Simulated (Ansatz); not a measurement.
## A computed series for Mo: response to strain

The parent structure is Mo in the bcc (W type) structure (space group Im-3m, No. 229; a = 3.1506 Å). Axes: x, y, z lie along the cube axes.

Strains are applied to the cell and any free atomic positions relax.

Calculations: DFT with r2SCAN, PAW potentials and a 500 eV plane-wave cutoff in Ansatz (an electronic-structure program), no SOC.

Notes on the quantities. energy relative to the base: free energy F.

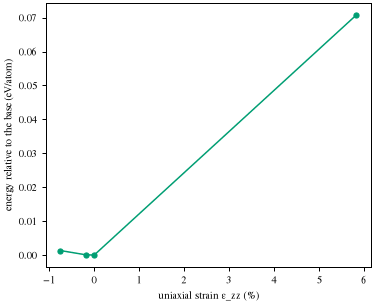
*Energy relative to the base against uniaxial strain ε_zz*

```
uniaxial strain ε_zz (%)  energy relative to the base
------------------------  ---------------------------
-0.75                                   +1.3 meV/atom
-0.19                                   +0.1 meV/atom
5.83                                     +71 meV/atom
```

Without a gap, meshes like the base's 21×21×21 leave anisotropic stresses uncertain by several tenths of a GPa, and small strain energies with them. Whether these cells are dynamically stable was not tested. The final runs are not spin-polarised.
